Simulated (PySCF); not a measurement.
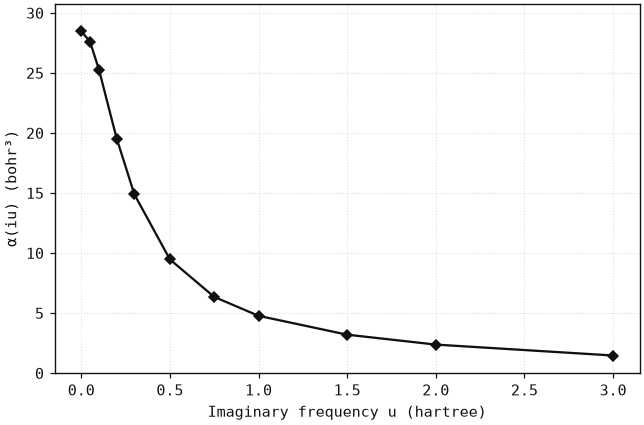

Dipole polarisability at imaginary frequency of Tl⁺ ([Xe] 4f¹⁴ 5d¹⁰ 6s 6p). Coupled response at the PBEsol level; PySCF, aug-cc-pwCVDZ-PP with a 60-electron core potential, unrestricted single determinants, no spin-orbit coupling.

Give the static polarisability, its fall-off and C₆.

Answer. The static dipole polarisability is 28.5 bohr³; α(iu) falls to half of it near u = 0.32 hartree. The Casimir–Polder integral gives C₆ = 214 hartree bohr⁶ for two such species.
